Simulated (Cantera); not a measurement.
Feed: 1 mol Si, a varied amount of F2, held at 252 °C and 0.100 bar.

Equilibrium computed with Cantera from the NASA thermochemical tables; the gas is ideal and each condensed phase is pure. Candidate condensed phases: Si; 9 gas species. The numbers say what is thermodynamically allowed, not how fast it happens.

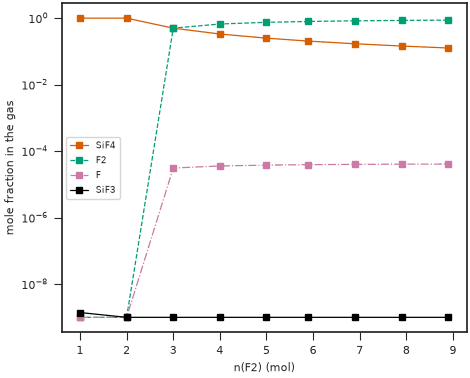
*Equilibrium gas composition (values under 1e-9 drawn at 1e-9)*

At 1 mol F2 the condensed part is Si(s). From 2 mol F2 to 8.9 mol F2 nothing is condensed. The main Si-bearing gas is SiF4 throughout.
